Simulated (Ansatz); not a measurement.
## TaSi2: response to strain

Take TaSi$_{2}$ (space group P6_222, No. 180) as the base.

```yaml
crystal:
  lattice:
    - [4.77601, 0.00000, 0.00000]
    - [-2.38801, 4.13615, 0.00000]
    - [0.00000, 0.00000, 6.56281]
  atoms:
    - { symbol: Ta, position: [0.50000, 0.00000, 0.00000] }
    - { symbol: Ta, position: [0.50000, 0.50000, 0.33333] }
    - { symbol: Ta, position: [0.00000, 0.50000, 0.66667] }
    - { symbol: Si, position: [0.15842, 0.31685, 0.00000] }
    - { symbol: Si, position: [0.84158, 0.15842, 0.33333] }
    - { symbol: Si, position: [0.68315, 0.84158, 0.66667] }
    - { symbol: Si, position: [0.84158, 0.68315, 0.00000] }
    - { symbol: Si, position: [0.15842, 0.84158, 0.33333] }
    - { symbol: Si, position: [0.31685, 0.15842, 0.66667] }
```

Cartesian axes are those of the cell as printed.

Strains are applied to the cell and any free atomic positions relax; under biaxial strain the out-of-plane vector relaxes too.

Computed with r2SCAN/PAW in Ansatz (an electronic-structure program), no SOC.

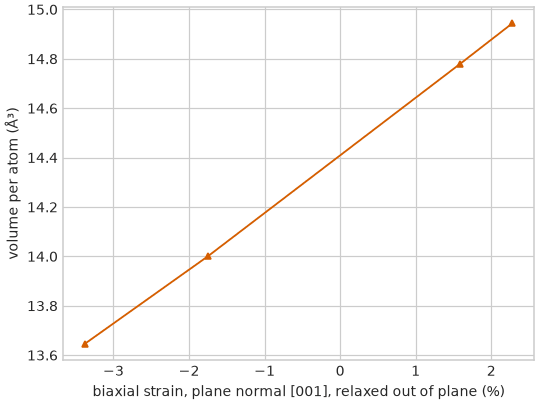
Figure. Volume per atom against biaxial strain, plane normal [001], relaxed out of plane

```json
[
 {"biaxial strain, plane normal [001], relaxed out of plane (%)": "-3.38", "volume per atom": "13.65 Å³"},
 {"biaxial strain, plane normal [001], relaxed out of plane (%)": "-1.75", "volume per atom": "14.00 Å³"},
 {"biaxial strain, plane normal [001], relaxed out of plane (%)": "1.59", "volume per atom": "14.78 Å³"},
 {"biaxial strain, plane normal [001], relaxed out of plane (%)": "2.28", "volume per atom": "14.94 Å³"}
]
```

Without a gap, meshes like the base's 11×11×7 leave anisotropic stresses uncertain by several tenths of a GPa, and small strain energies with them. Stability against distortions was not tested. All final runs are without spin polarisation. An odd electron count without spin: TaSi2.
